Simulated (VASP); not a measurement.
Shape and ions are relaxed at each volume.

Energy against volume of MgB$_{2}$ (AlB2 type). The numbers are results of PBE GGA with D3 dispersion (zero damping), VASP's PBE PAW potentials (set 64) (plane waves; VASP 6.6.1), not measurements.

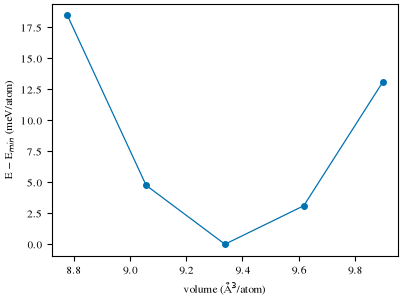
Fig. 1. Energy against volume

Problem. Estimate the equilibrium volume and the bulk modulus.

Solution. The minimum lies near 9.4 Å³/atom, and the curvature gives B0 of about 150 GPa.

The compound is MgB2 in the AlB2 type structure. It was relaxed first.
